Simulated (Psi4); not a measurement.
**U-wB97X/aug-cc-pVDZ run of C2F3 (trifluorovinyl radical)**

Aim: the vertical electron affinity of C2F3 (trifluorovinyl radical) at U-wB97X/aug-cc-pVDZ, from 2 runs. 

The calculation is run with Psi4 1.11.

7 further runs of the same task are left out: 7 that didn't finish.

### 1 The structure to begin with

C2F3: 5 atoms, total charge 0, spin state doublet. As SMILES, `F[C]=C(F)F`. Geometry: relaxed at PBE0-D4/def2-TZVP.

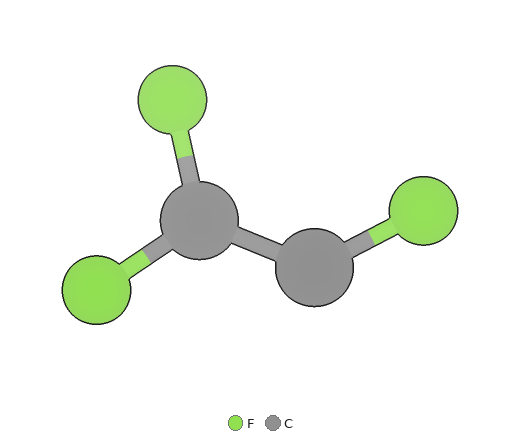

Viewed from a chosen angle; fluorine green, carbon grey.

### 2 Energy and gradient at U-wB97X/aug-cc-pVDZ

calc.py reads:

```python
import psi4

psi4.set_memory(2200000000)
psi4.set_num_threads(1)
psi4.core.set_output_file('output.dat', False)

geom = psi4.geometry("""
0 2
F      1.09173258    -1.95297526     2.85552735
C      0.95797776     0.07339696     1.48479561
C     -0.23905035     0.46838752    -0.64855401
F     -1.60365938    -1.22921015    -1.85319772
F     -0.20700060     2.64040093    -1.83855234
units bohr
symmetry c1
no_reorient
no_com
""")

options = {'basis': 'aug-cc-pVDZ', 'reference': 'uks', 'puream': True, 'e_convergence': 1e-09, 'd_convergence': 1e-08, 'scf_type': 'pk', 'dft_radial_points': 99, 'dft_spherical_points': 590, 'maxiter': 100}
psi4.set_options(options)

e_tot, wfn = psi4.gradient("WB97X", return_wfn=True)
print('gradient / Eh bohr^-1')
print(e_tot.np.round(6))
print(f'energy = {wfn.energy():.10f} Eh')
```

On the command line:

```bash
$ python calc.py
```

output.dat, shortened:

```text
[...]
  Running in c1 symmetry.
[...]
  Nuclear repulsion =  163.403943947903571
[...]
  Multiplicity = 2
[...]
  Nalpha       = 20
  Nbeta        = 19
[...]
    Number of basis functions: 115
[...]
   @UKS iter   1:  -375.49809998219934   -4.12064e-01   3.10234e-03 ADIIS/DIIS
[...]
   @UKS iter  16:  -375.55493531795969   -1.98952e-12   5.89431e-09 DIIS
[...]
   @S^2 Observed:                7.646559685E-01
[...]
    Orbital Energies [Eh]
    ---------------------
    Alpha Occupied:
       1A    -24.850449     2A    -24.831283     3A    -24.829410
       4A    -10.466499     5A    -10.405499     6A     -1.448641
       7A     -1.433750     8A     -1.386837     9A     -0.947308
      10A     -0.790719    11A     -0.738566    12A     -0.724156
      13A     -0.674619    14A     -0.642968    15A     -0.632947
      16A     -0.594867    17A     -0.582926    18A     -0.564300
      19A     -0.420646    20A     -0.383403
    Alpha Virtual:
      21A      0.069746    22A      0.081066    23A      0.096356
      24A      0.097632    25A      0.113642    26A      0.134046
[...]
  @UKS Final Energy:  -375.55493531795969
   => Energetics <=
    Nuclear Repulsion Energy =            163.4039439479035707
    One-Electron Energy =                -843.3326940623470591
    Two-Electron Energy =                 334.7861680086925844
    DFT Exchange-Correlation Energy =     -30.4123532122087994
    Empirical Dispersion Energy =           0.0000000000000000
    VV10 Nonlocal Energy =                  0.0000000000000000
    Total Energy =                       -375.5549353179596892
[...]
 Multipole Moments:
 ------------------------------------------------------------------------------------
     Multipole            Electronic (a.u.)      Nuclear  (a.u.)        Total (a.u.)
 ------------------------------------------------------------------------------------
 L = 1.  Multiply by 2.5417464519 to convert [e a0] to [Debye]
 Dipole X            :          2.2390186           -2.1567821            0.0822365
 Dipole Y            :          1.6211658           -1.6253534           -0.0041877
 Dipole Z            :          2.6419807           -2.5085548            0.1334260
 Magnitude           :                                                    0.1567892
[...]
  -Total Gradient:
     Atom            X                  Y                   Z
    ------   -----------------  -----------------  -----------------
       1       -0.000523591193     0.011575092184    -0.007450623570
       2       -0.003423992734    -0.010331469038     0.000450633667
       3       -0.002720665555     0.001837642711    -0.005385803824
       4        0.006607323726     0.008210840522     0.005838873576
       5        0.000049377479    -0.011333317767     0.006552063055
[...]
```

The script printed:

```text
gradient / Eh bohr^-1
[[-5.2400e-04  1.1575e-02 -7.4510e-03]
 [-3.4240e-03 -1.0331e-02  4.5100e-04]
 [-2.7210e-03  1.8380e-03 -5.3860e-03]
 [ 6.6070e-03  8.2110e-03  5.8390e-03]
 [ 4.9000e-05 -1.1333e-02  6.5520e-03]]
energy = -375.5549353180 Eh
```

Wall time 47 s (1 thread of Intel Xeon 6975P-C (Granite Rapids), shared host); peak memory 0.94 GiB.

### 3 The singlet anion: a single-point energy at wB97X/aug-cc-pVDZ

c2f3.inp reads:

```
memory 2.2 GB

molecule geom {
  -1 1
  F
  C 1 1.296536
  C 2 1.311257 1 129.78232
  F 3 1.317126 2 124.94673 1 0.00555
  F 3 1.31069 2 123.17343 1 -179.9956
  symmetry c1
  no_reorient
  no_com
}

set globals {
  basis                aug-cc-pVDZ
  puream               true
  e_convergence        1e-09
  d_convergence        1e-08
  scf_type             pk
  dft_radial_points    99
  dft_spherical_points 590
}

result = energy('wb97x')
```

On the command line:

```bash
$ psi4 -n 1 c2f3.inp c2f3.out
```

c2f3.out, shortened:

```text
[...]
  Running in c1 symmetry.
[...]
  Nuclear repulsion =  163.403984333846466
[...]
  Multiplicity = 1
[...]
  Nalpha       = 20
  Nbeta        = 20
[...]
    Number of basis functions: 115
[...]
   @RKS iter   1:  -375.43538657889218   -3.49349e-01   4.97000e-03 ADIIS/DIIS
[...]
   @RKS iter  14:  -375.60906822695881   -8.98126e-12   5.04526e-09 DIIS
[...]
    Orbital Energies [Eh]
    ---------------------
    Doubly Occupied:
       1A    -24.597874     2A    -24.595198     3A    -24.569612
       4A    -10.178984     5A    -10.066742     6A     -1.214121
       7A     -1.158650     8A     -1.153072     9A     -0.659133
      10A     -0.544357    11A     -0.490496    12A     -0.465558
      13A     -0.437368    14A     -0.370070    15A     -0.368185
      16A     -0.361017    17A     -0.352892    18A     -0.334958
      19A     -0.104453    20A     -0.061385
[...]
  @RKS Final Energy:  -375.60906822695881
   => Energetics <=
    Nuclear Repulsion Energy =            163.4039843338464664
    One-Electron Energy =                -853.3319257462808309
    Two-Electron Energy =                 344.8848800156304151
    DFT Exchange-Correlation Energy =     -30.5660068301548513
    Empirical Dispersion Energy =           0.0000000000000000
    VV10 Nonlocal Energy =                  0.0000000000000000
    Total Energy =                       -375.6090682269588115
[...]
 Multipole Moments:
 ------------------------------------------------------------------------------------
     Multipole            Electronic (a.u.)      Nuclear  (a.u.)        Total (a.u.)
 ------------------------------------------------------------------------------------
 L = 1.  Multiply by 2.5417464519 to convert [e a0] to [Debye]
 Dipole X            :          0.0000584           -0.0000057            0.0000527
 Dipole Y            :         -2.0175621            0.4538456           -1.5637166
 Dipole Z            :          0.1589809           -0.0218181            0.1371628
 Magnitude           :                                                    1.5697207
[...]
```

It took 22 s on 1 thread of Intel Xeon 6975P-C (Granite Rapids), shared host; peak memory 0.94 GiB.

### 4 What came out

At U-wB97X/aug-cc-pVDZ:

| quantity | value |
| --- | --- |
| doublet C2F3: total energy | -375.55494 Eh |
| doublet C2F3: dipole moment | 0.40 D |
| doublet C2F3: HOMO energy (highest over α and β) | -10.07 eV |
| doublet C2F3: LUMO energy (lowest over α and β) | -1.59 eV |
| doublet C2F3: ⟨S²⟩ | 0.765 |
| doublet C2F3: largest force on an atom | 0.708 eV/Å |
| singlet anion: total energy | -375.60907 Eh |
| singlet anion: HOMO energy | -1.67 eV |
| singlet anion: LUMO energy | 5.64 eV |
| singlet anion: HOMO–LUMO gap (to an unbound level, set by the basis) | 7.31 eV |
| vertical electron affinity (to the singlet anion) | 1.473 eV |

What this shows: At fixed nuclei the extra electron is bound by 1.47 eV (142 kJ/mol). The largest force (doublet C2F3) is 0.71 eV/Å: the shape isn't a stationary point for this species at this level.
